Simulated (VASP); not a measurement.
Energy against volume of Si (diamond). All values below come from vdW-DF2, VASP's PBE PAW potentials (set 64) (plane waves; VASP).

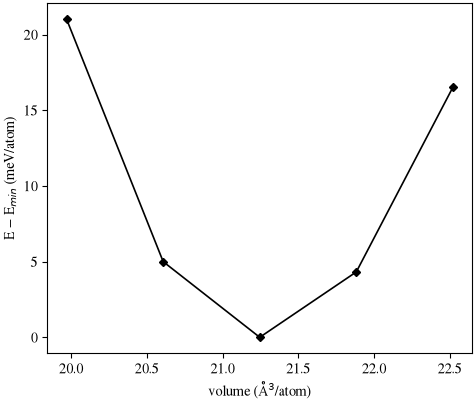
Energy against volume

### Question
Estimate the equilibrium volume and the bulk modulus.

### Answer
The minimum lies near 21.3 Å³/atom, and the curvature gives B0 of about 78 GPa.

Measured: bulk modulus 101 GPa at 0 K (computed value off by -22.9 %), as given by Jianwei Sun et al., Physical Review B (2011), doi:10.1103/physrevb.84.035117 [0 K value with zero-point phonon effects removed]; a 5.421 Å at 0 K (computed value off by +2.2 %), as given by Daniel Mejia-Rodriguez et al., Physical Review B (2018), arXiv:1807.09216 [static lattice: zero-point anharmonic expansion removed].

The compound is Si in the diamond structure. It was relaxed first, which changed the volume by +6 %.
